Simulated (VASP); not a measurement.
Band structure of Ag$_{2}$S (space group Pc). These are modified Becke-Johnson potential (mBJ), VASP's PBE PAW potentials (set 64) (plane waves; VASP) values and carry that method's errors.

mBJ is a potential without an energy functional, so only the levels count.

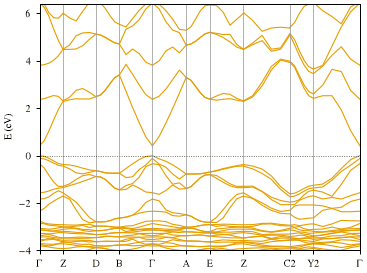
Figure. Bands along high-symmetry lines, zero at the valence-band maximum or, without a gap, the Fermi level

Task: Read the plot: is there a gap, and where are the band edges?

Result: The gap is direct, 0.41 eV, from the valence maximum at Γ to the conduction minimum at Γ.

The structure comes from a computed database's Ag2S entry (Pc); how it stands against other phases isn't given here. It was relaxed first. The cell's shape comes from a PBE relaxation.
